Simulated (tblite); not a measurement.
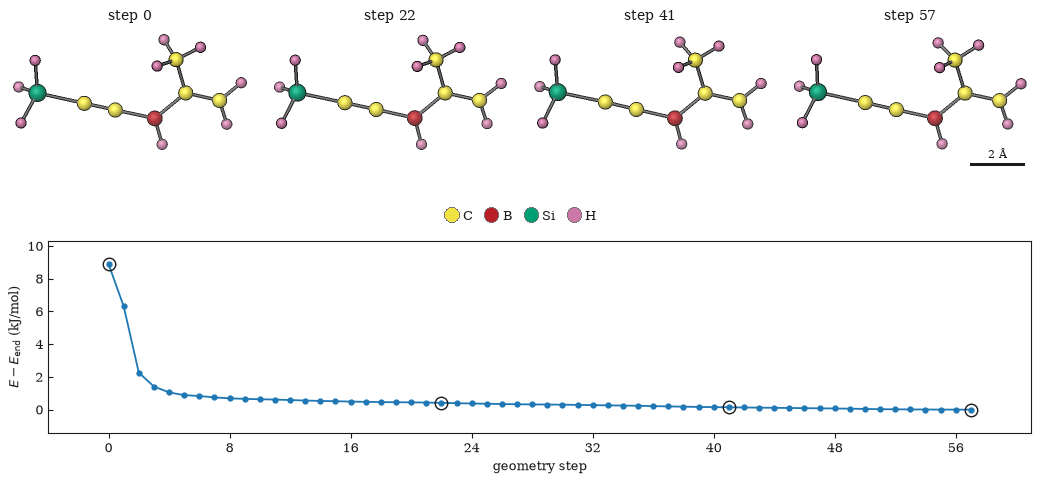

Frames of a relaxation of C₅H₉BSi, marked on the history of the run. A ball-and-stick model, seen at a tilt.

Method: tblite, GFN2-xTB geometry optimisation, gas phase. 

Q: Describe the path.

A: Over 57 geometry steps the energy falls by 8.90 kJ/mol. The largest move after the best rigid fit is that of an H atom, 0.25 Å. By element the largest moves are H 0.25 Å, B 0.07 Å, C 0.05 Å, Si 0.04 Å. Among the contacts that change: C–H 1.124 → 1.089 Å, B–C 1.530 → 1.502 Å, C–Si 1.822 → 1.846 Å, B–C 1.579 → 1.557 Å. Bond angles that change, for instance: H–C–H 109.8° → 107.2°, C–C–H 120.2° → 122.4°. Cost: 0.59 s on 1 thread of Arm Neoverse N1 (shared host). From step 0 to 22: an H atom moves most (0.06 Å), energy −8.48 kJ/mol. From step 22 to 41: an H atom moves most (0.13 Å), energy −0.27 kJ/mol. From step 41 to 57: an H atom moves most (0.07 Å), energy −0.15 kJ/mol.

| step | E − E(0), kJ/mol |
| --- | --- |
| 0 | 0.00 |
| 1 | -2.58 |
| 2 | -6.63 |
| 3 | -7.48 |
| 4 | -7.84 |
| 5 | -8.01 |
| 6 | -8.06 |
| 7 | -8.15 |
| 8 | -8.20 |
| 9 | -8.24 |
| 10 | -8.26 |
| 12 | -8.31 |
| 15 | -8.38 |
| 17 | -8.42 |
| 20 | -8.45 |
| 22 | -8.48 |
| 25 | -8.54 |
| 27 | -8.57 |
| 30 | -8.59 |
| 32 | -8.62 |
| 35 | -8.66 |
| 37 | -8.70 |
| 40 | -8.74 |
| 42 | -8.76 |
| 45 | -8.80 |
| 47 | -8.82 |
| 50 | -8.85 |
| 52 | -8.88 |
| 55 | -8.89 |
| 57 | -8.90 |
